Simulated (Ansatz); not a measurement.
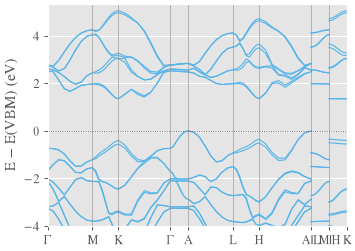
Fig. 1. Band structure from r²SCAN+D4 with spin–orbit coupling (plane waves, PAW; program Ansatz)

**Question.** Read off the gap and where the band edges lie.

**Answer.** About 1.3 eV (1.35 eV by a search for the band edges); maximum at A, minimum at K.

The material is MoS2 in space group P-6m2 (No. 187; Mo on 1a, S on 2h).

The workflow started from a Materials Project entry (that database holds measured and hypothetical structures alike); the Crystallography Open Database copy checked does not list it. It is not the phase usual at ambient conditions (space group No. 160, 194). The cell keeps a stress of up to 0.2 GPa. The r²SCAN+D4 relaxation kept the symmetry of its start. At this level the phase is mechanically unstable. No spin polarisation was allowed.

Potentials: the later of the program's two PAW sets.
